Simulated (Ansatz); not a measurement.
# Abstraction of H: CH2I2 + C2H6GaO2 → CHI2 + C2H7GaO2

Species: CH2I2 (diiodomethane) `ICI`, singlet; C2H6GaO2 `C[O][Ga][O]C`, doublet; CHI2 `I[CH]I`, doublet; C2H7GaO2 `C[O][GaH][O]C`, singlet. A radical takes H: the energy is the difference in strength between the C–H bond broken and the Ga–H bond made.

Shapes, held fixed at every level: PBE0-D4/def2-TZVP. Flexible molecules stand in one conformer, not always the lowest. Programs: Ansatz 0.2.0. The zero-point and thermal change to 298 K, harmonic and unscaled (PBE0-D4/def2-TZVP), is -14.3 kJ/mol.

| level | kind | ΔH(298 K) (kJ/mol) | less CCSD(T)/def2-TZVPP |
| --- | --- | --- | --- |
| MP2/def2-TZVPP | perturbation theory | +74.2 | +18.0 |
| HF/def2-TZVPP | Hartree–Fock | +46.6 | -9.6 |
| r2SCAN-D4/def2-TZVPP | meta-GGA | +54.4 | -1.8 |
| B3LYP-D4/def2-TZVPP | global hybrid | +61.5 | +5.3 |
| BHLYP-D4/def2-TZVPP | global hybrid | +54.5 | -1.7 |
| CCSD(T)/def2-SVP | coupled cluster or CI | +59.7 | +3.5 |
| CCSD(T)/def2-TZVPP | coupled cluster or CI | +56.2 | 0.0 |

The highest level, CCSD(T)/def2-TZVPP, gives ΔH(298 K) = +56.2 kJ/mol; the levels span +46.6 to +74.2. The column of differences is taken from that level and isn't an error. No measured value is set beside it here. Open shells run unrestricted. For atoms past krypton def2 sets carry core potentials with scalar relativity. Relativity is left out for Ga. Outer-core shells of Ga, I are correlated in most correlated rows, in sets that cover them unevenly.

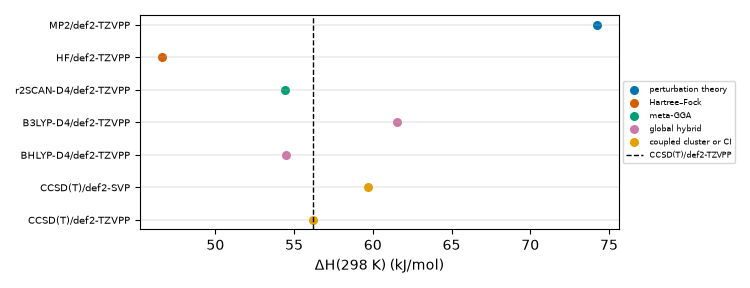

The values of the table, level by level.
